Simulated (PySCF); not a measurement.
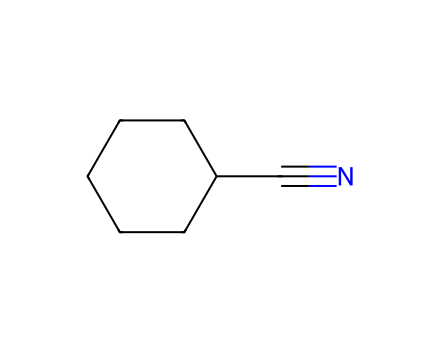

A structural formula.

> Write the SMILES.

N#CC1CCCCC1

> Give the formula, hydrogens included.

C7H11N.

> An optimisation with PBE0-D3(BJ)/def2-SVP gave a structure of which point group?

Cs.

More results for the same structure follow; atom numbers are the same in all pictures, views and colours differ. Computed geometry: PBE0-D3(BJ)/def2-SVP optimisation. No frequency run is at hand to confirm it as a minimum.

**Shape**

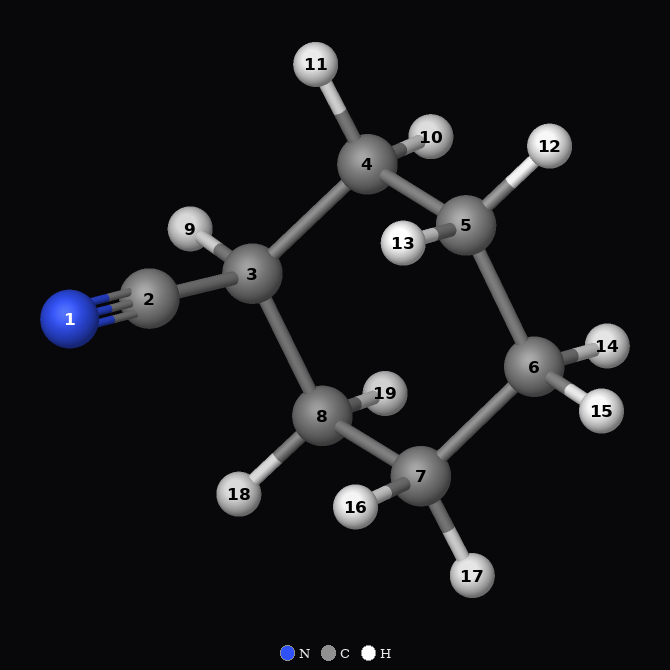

No frequency run is at hand to confirm it as a minimum.

Give these bond angles: N1–C2–C3, C2–C3–H9, C3–C4–C5, C3–C4–H10, C4–C3–C8, C4–C3–H9, C4–C5–H12, C4–C5–H13, C5–C6–C7, C5–C6–H15, C6–C5–H12, C6–C5–H13.

```csv
angle,degrees
N1–C2–C3,179.0
C2–C3–H9,106.3
C3–C4–C5,111.7
C3–C4–H10,107.3
C4–C3–C8,110.8
C4–C3–H9,109.2
C4–C5–H12,109.7
C4–C5–H13,109.1
C5–C6–C7,111.6
C5–C6–H15,110.2
C6–C5–H12,110.5
C6–C5–H13,109.5
```

**NMR shielding**

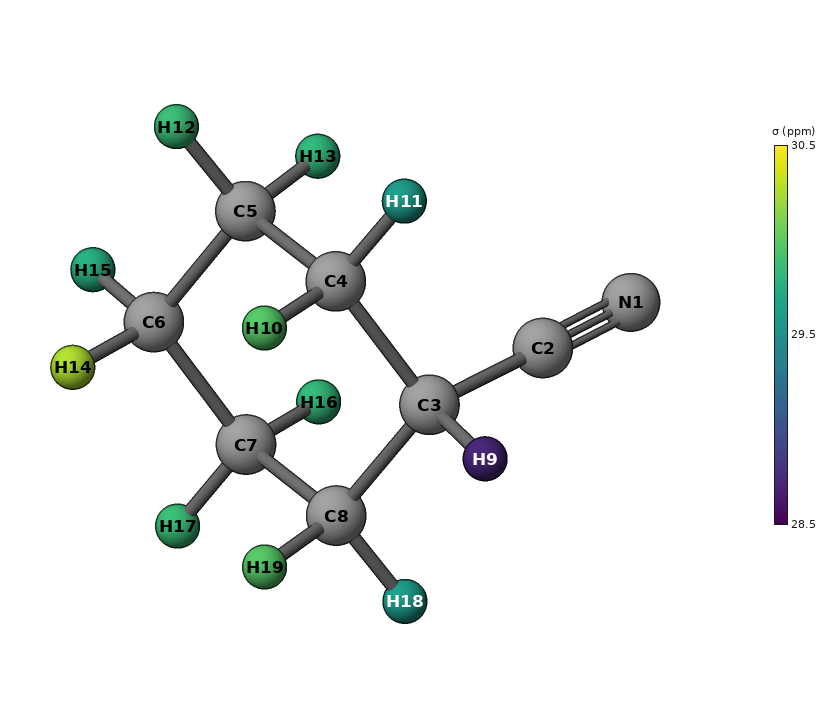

Atoms are coloured by their isotropic NMR shieldings (H only, the others grey). No frequency run is at hand to confirm it as a minimum. Properties computed with GIAO ωB97X-D/pcSseg-1 NMR shielding, non-relativistic, IEF-PCM chloroform (PySCF 2.14.0).

Give the isotropic NMR shieldings of the H atoms atom by atom.

```
atom  σ (ppm)
  H9    28.72
 H10    29.97
 H11    29.60
 H12    29.87
 H13    29.82
 H14    30.26
 H15    29.75
 H16    29.82
 H17    29.87
 H18    29.60
 H19    29.97
```

**Quadrupole coupling**

No frequency run is at hand to confirm it as a minimum. Electric field gradients from the ground-state density, PBE0/pcSseg-1 in chloroform (IEF-PCM) (PySCF 2.14.0), non-relativistic apart from any core potentials.

Give the largest field-gradient component, the quadrupole coupling constant and the asymmetry for 14N at N1 (Q = 20.44 mb), 2H at H9 (Q = 2.86 mb), 2H at H10 (Q = 2.86 mb).

| atom | V_zz (a.u.) | e²qQ/h (MHz) | η |
| --- | --- | --- | --- |
| N1 | −0.872 | −4.19 | 0.02 |
| H9 | 0.277 | 0.186 | 0.04 |
| H10 | 0.281 | 0.189 | 0.03 |

**Bond orders**

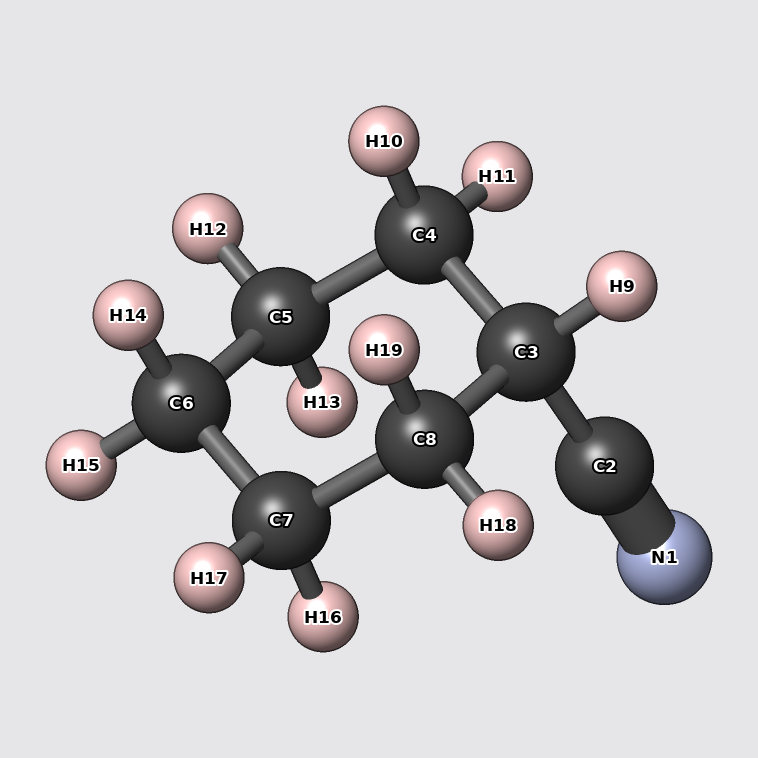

The thickness of each stick grows with its Mayer bond order. No frequency run is at hand to confirm it as a minimum. Computed with PBE0/pcSseg-1 in chloroform (IEF-PCM) (PySCF 2.14.0).

> Which bond has the highest Mayer bond order?

N1–C2, 3.05, at a length of 1.158 Å.

List the Mayer bond orders of N1–C2, C2–C3, C3–C4, C3–H9, C5–C6, C6–H14, C6–H15, C4–C5, C5–H13, C5–H12, C4–H11, C4–H10 (one bond of each equivalent set).

```
  bond  Mayer order  length (Å)
 N1–C2         3.05       1.158
 C2–C3         0.95       1.465
 C3–C4         1.01       1.538
 C3–H9         0.92       1.103
 C5–C6         1.03       1.526
C6–H14         0.94       1.105
C6–H15         0.95       1.102
 C4–C5         1.03       1.524
C5–H13         0.94       1.104
C5–H12         0.95       1.102
C4–H11         0.95       1.101
C4–H10         0.94       1.104
```
